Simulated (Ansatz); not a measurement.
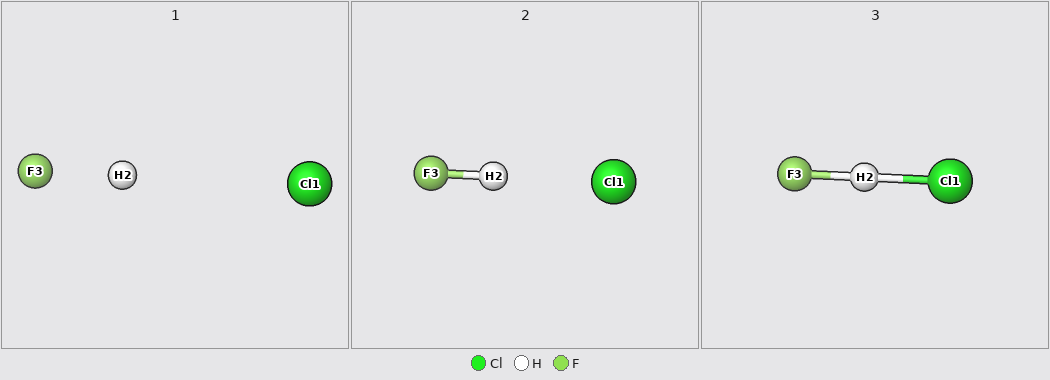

The system Cl + HF, spin multiplicity 2. Coordinates scanned: (1) distance Cl1–H2; (2) distance H2–F3. Nothing is relaxed (the angle Cl1–H2–F3 is fixed at 180 degrees). The scan uses a 13 × 13 grid. At 8 points there is no value. Points are written as (first, second). All energies are given in kJ/mol relative to Cl far from the relaxed HF (each part in its own basis). In part of the range the unrestricted reference is strongly spin-contaminated. All numbers below come from Ansatz, UKS PBE0-D4/aug-cc-pVTZ.

The numbered pictures are structures from this grid.

Rank them by energy, lowest first.

2, at (1.714 Å, 0.884 Å): 34 kJ/mol; 1, at (2.664 Å, 1.241 Å): 140 kJ/mol; 3, at (1.220 Å, 0.992 Å): 208 kJ/mol.

The map, with the structures marked:

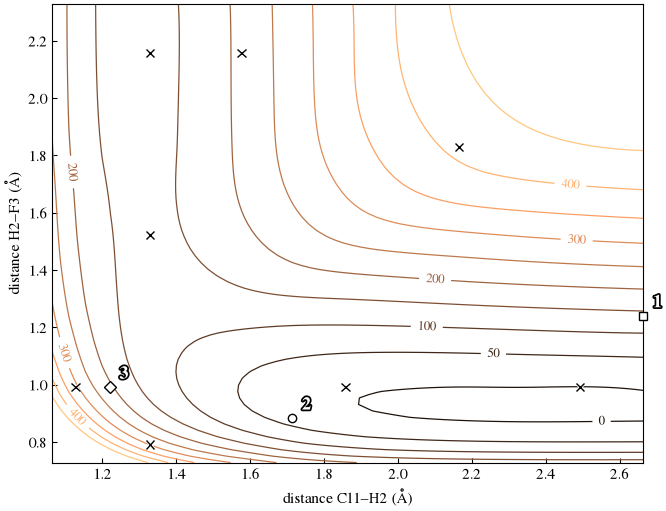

In the figure: contour lines labelled in kJ/mol (none above 450), crosses at grid points without a value. Between grid points the surface is interpolated.
